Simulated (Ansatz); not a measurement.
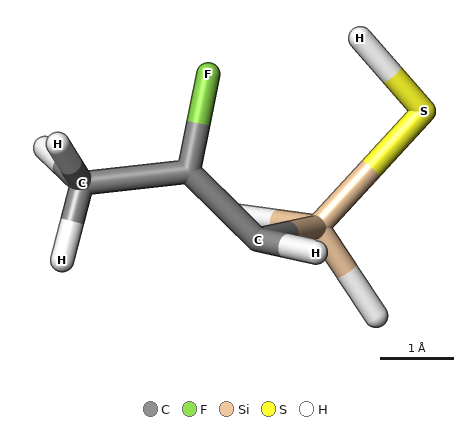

*The structure as given in the input (stick view, seen at a tilt).*

Bond lengths as drawn: C–C 1.36 to 1.49 Å, C–F 1.37 Å, C–H 1.09 to 1.11 Å, C–Si 1.85 Å, H–S 1.35 Å, H–Si 1.49 Å and S–Si 2.19 Å.

C3H7FSSi: frequency calculation

- system: C3H7FSSi
- method: RKS B3LYP-D4/def2-SVP (Ansatz 0.2.0)

It belongs to a series of runs on one base structure; here: vibrations at the highest image of the band.

**The input**
```yaml
crystal:
  periodic: [false, false, false]
  atoms:
    - { symbol: C, position_ang: [-0.887255, 1.499621, 1.328247] }
    - { symbol: C, position_ang: [0.019744, 0.425855, 0.84384] }
    - { symbol: F, position_ang: [1.251627, 0.983972, 0.656583] }
    - { symbol: C, position_ang: [-0.264474, -0.863365, 0.516263] }
    - { symbol: Si, position_ang: [-0.030104, -1.260141, -1.279986] }
    - { symbol: S, position_ang: [1.995074, -1.486188, -2.071492] }
    - { symbol: H, position_ang: [-1.87836, 1.100857, 1.562698] }
    - { symbol: H, position_ang: [-0.963935, 2.278132, 0.547446] }
    - { symbol: H, position_ang: [-0.437831, 1.996803, 2.205437] }
    - { symbol: H, position_ang: [0.195951, -1.685597, 1.083022] }
    - { symbol: H, position_ang: [-0.621194, -2.601832, -1.530336] }
    - { symbol: H, position_ang: [-0.72989, -0.20369, -2.068255] }
    - { symbol: H, position_ang: [2.371045, -0.219126, -1.778669] }
basis:
  gaussian: { orbitals: def2-SVP }
hamiltonian:
  xc: b3lyp
  dispersion: d4
phonons: {}
```

Launched with:
```bash
ansatz run input.yaml --threads 2 --pin off --max-ram 3072MiB --backend cpu --events-out ev --progress --plain --runs-dir out
```

**The program's output**
```
Engine: ansatz 0.2.0, aarch64-unknown-linux-gnu
Functional definition: B3LYP
  parameter a0 = 0.2
  parameter ax = 0.72
  parameter ac = 0.81
  exchange = (1 - a0 - ax)*slater_x + ax*b88_x + a0*exact_x
  correlation = (1 - ac)*vwn_rpa_c + ac*lyp_c
1369 factors; integrals over basis functions are off by at most 2.9e-4 eV
mean field evaluation 1: about -24635.1785 eV, gradient 5.9e1 eV
mean field evaluation 2: about -24616.8911 eV, gradient 8.7e1 eV
mean field evaluation 4: about -24643.2229 eV, gradient 8.3e0 eV
mean field evaluation 8: about -24643.4251 eV, gradient 4.1e-1 eV
mean field evaluation 16: about -24643.4258 eV, gradient 1.9e-3 eV
mean field -24643.42581197 eV, -905.6291946758 hartree, gradient 5.5e-5 eV, S^2 0.000000; 0 other end points of the search recorded, 0 dependent functions left out
the calculation of the forces begins
reference -24643.42609052 eV, -905.6292049125 hartree; 32, 32 occupied and 95, 95 virtual orbitals, 1369 factors
these checks for a lower state are left out or cut short: stability, starts, cluster_reference, orbital_swaps, neighbouring_geometries, increment
1369 factors; integrals over basis functions are off by at most 2.9e-4 eV
mean field -24643.42562480 eV, -905.6291877974 hartree, gradient 1.9e-6 eV, S^2 0.000000; 0 other end points of the search recorded, 0 dependent functions left out
[... from here on the field's lines of each further geometry are left out, up to the last ...]
the calculation of the forces begins
reference -24643.42607425 eV, -905.6292043147 hartree; 32, 32 occupied and 95, 95 virtual orbitals, 1369 factors
these checks for a lower state are left out or cut short: stability, starts, cluster_reference, orbital_swaps, neighbouring_geometries, increment
1369 factors; integrals over basis functions are off by at most 2.9e-4 eV
mean field -24643.42581863 eV, -905.6291949206 hartree, gradient 2.9e-6 eV, S^2 0.000000; 0 other end points of the search recorded, 0 dependent functions left out
the calculation of the forces begins
reference -24643.42609718 eV, -905.6292051572 hartree; 32, 32 occupied and 95, 95 virtual orbitals, 1369 factors
WARN: phonons: modes at or below zero, which the zero-point energy, F, S and C_V leave out: 2, the lowest at -1426.30 cm⁻¹. A minimum has none, and a first-order saddle one
Total energy: -24643.93002584 eV, -905.6477241939 hartree
Atom 0 at    -0.887255     1.499621     1.328247 Å, force     0.010903    -0.008009     0.037557 eV/Å
Atom 1 at     0.019744     0.425855     0.843840 Å, force    -0.005325     0.004604    -0.029989 eV/Å
Atom 2 at     1.251627     0.983972     0.656583 Å, force     0.013600     0.000585     0.006700 eV/Å
Atom 3 at    -0.264474    -0.863365     0.516263 Å, force    -0.023057     0.003091     0.053058 eV/Å
Atom 4 at    -0.030104    -1.260141    -1.279986 Å, force     0.019145     0.023622    -0.020230 eV/Å
Atom 5 at     1.995074    -1.486188    -2.071492 Å, force    -0.007343    -0.007185     0.005329 eV/Å
Atom 6 at    -1.878360     1.100857     1.562698 Å, force    -0.003875     0.003163    -0.004336 eV/Å
Atom 7 at    -0.963935     2.278132     0.547446 Å, force    -0.010606    -0.012619    -0.018041 eV/Å
Atom 8 at    -0.437831     1.996803     2.205437 Å, force    -0.001926     0.012858    -0.014073 eV/Å
Atom 9 at     0.195951    -1.685597     1.083022 Å, force     0.012904    -0.019748    -0.018434 eV/Å
Atom 10 at    -0.621194    -2.601832    -1.530336 Å, force     0.001162     0.001143    -0.002817 eV/Å
Atom 11 at    -0.729890    -0.203690    -2.068255 Å, force    -0.000915     0.001996     0.003231 eV/Å
Atom 12 at     2.371045    -0.219126    -1.778669 Å, force    -0.004666    -0.003501     0.002045 eV/Å
Dipole moment:    -0.229068     0.655646     0.517440 e Å
Vibrations: -1426.30 -106.13 55.41 80.96 103.72 175.08 244.30 416.99 464.56 492.14 550.47 568.44 668.21 681.82 785.40 830.25 865.37 881.66 914.39 990.42 1057.46 1150.68 1344.28 1403.79 1437.02 1540.11 2204.98 2240.59 2667.70 3023.97 3089.51 3133.44 3201.02 cm⁻¹, zero-point energy 2.310084 eV
```

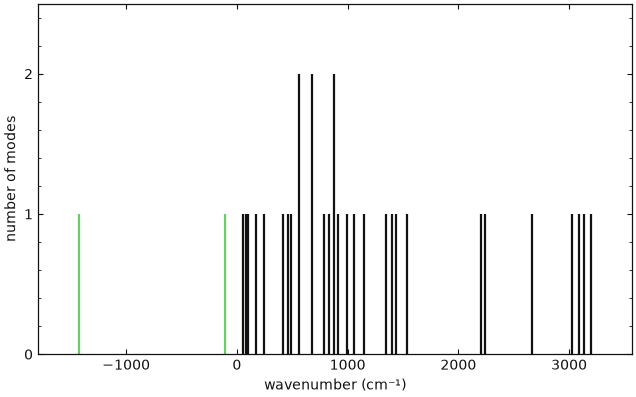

*Harmonic vibrational wavenumbers from the force constants; neighbouring modes closer than 21 cm⁻¹ are counted in one stick, and imaginary ones are drawn at negative wavenumbers.*

33 modes from 1426i to 3201 cm⁻¹, 2 imaginary beyond 8i (1426i, 106i cm⁻¹): not a minimum.

**Results in brief**

- outcome: converged
- total energy: −24643.9300 eV
- mean-field energy: −24643.4261 eV
- largest force (length of the vector): 0.058 eV/Å
- hardware: 2 threads of Arm Neoverse V2, 24 GiB of memory available, shared host
- wall time: 3.7 min (CPU time 7.3 min)
- peak memory: 0.32 GiB
